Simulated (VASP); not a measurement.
Band structure of ScF₃ (space group Pm-3m). Method: r2SCAN meta-GGA, VASP's PBE PAW potentials (set 64) (plane waves; VASP).

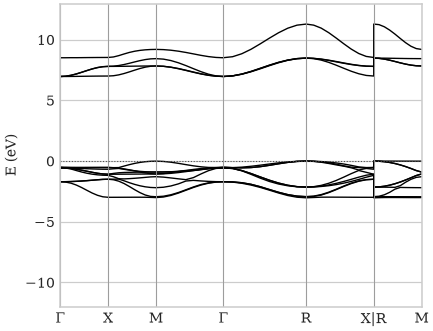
*Bands along high-symmetry lines, zero at the valence-band maximum or, without a gap, the Fermi level*

### Question
Read the plot: is there a gap, and where are the band edges?

### Answer
The gap is indirect, 6.97 eV, from the valence maximum at R to the conduction minimum at Γ.

The structure comes from a measured ScF3 entry (Pm-3m) of the Crystallography Open Database, whose conditions weren't checked. It was relaxed first.
